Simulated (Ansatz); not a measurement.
## Pressure series in AlV2C

Base system: AlV$_{2}$C (space group P6_3/mmc, No. 194; a = 2.8777 Å, c = 13.0252 Å).

Cell and atoms are relaxed at each pressure.

Level of theory: Ansatz (an electronic-structure program) PBEsol, without spin-orbit coupling.

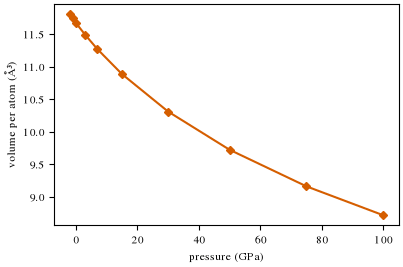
Fig. 1. Volume per atom against pressure

| pressure (GPa) | volume per atom |
|---|---|
| -2 | 11.81 Å³ |
| -1 | 11.74 Å³ |
| 3 | 11.49 Å³ |
| 7 | 11.27 Å³ |
| 15 | 10.89 Å³ |
| 30 | 10.31 Å³ |
| 50 | 9.72 Å³ |
| 75 | 9.16 Å³ |
| 100 | 8.72 Å³ |

Load acts through the strain it causes; cell and atoms are relaxed under it. No phonon test of stability was made. No other phases were tried under pressure. Starting moments died away, wholly or in part, for the base; another magnetic solution may exist. All final runs are without spin polarisation.
